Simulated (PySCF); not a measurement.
Consider C5H8N2OSi (SMILES C/C(CC#N)=N\[SiH2]C=O).

Input

```
{"job": {"kind": "nmr", "xc": "PBE0", "basis": "pcSseg-1"}, "charge": 0, "multiplicity": 1}
C     -0.112367    -0.519404     1.531059
C     -0.609878    -0.082126     0.192818
C     -1.920427    -0.705621    -0.251637
C     -2.975680    -0.408368     0.680829
N     -3.800989    -0.163965     1.432847
N     -0.049810     0.723254    -0.589651
Si     1.472595     1.475405    -0.735020
C      2.593921     0.046558    -1.369539
O      2.390231    -1.116153    -1.129703
H     -0.925501    -0.566165     2.253182
H      0.664754     0.151301     1.886670
H      0.314398    -1.517824     1.432436
H     -2.191910    -0.323636    -1.238431
H     -1.799428    -1.791916    -0.304960
H      1.298420     2.470359    -1.785756
H      2.162885     2.017056     0.441648
H      3.481789     0.323277    -1.977681
```

Command:

```sh
OMP_NUM_THREADS=1 python probes_run.py task.json out
```

Geometry: GFN2-xTB.

All numbers below come from PySCF, PBE0/pcSseg-1, SCF density, gas phase, non-relativistic.

Question: What can the converged electron density and electron localisation function tell about the bonding?

Answer: Si–N (1.70 Å): the density is about 1.1 e/Å³ at the midpoint; the ELF peaks at about 0.90 between the atoms: a polar covalent bond.
C–H (1.09 Å): ρ is about 2 e/Å³ halfway; the ELF climbs to about 1 towards the hydrogen, as it does in any bond to H; an ordinary covalent bond to hydrogen.

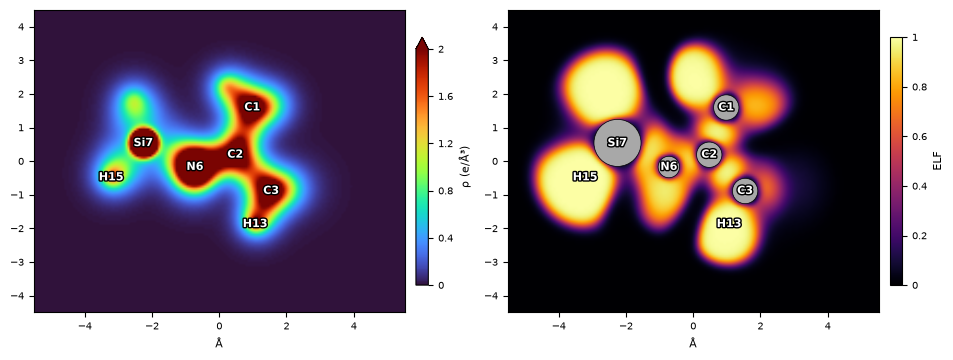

Computed electron density and electron localisation function on the plane of atoms C1, C2 and N6, in this order. Grey discs cover the atomic cores in the ELF map. 
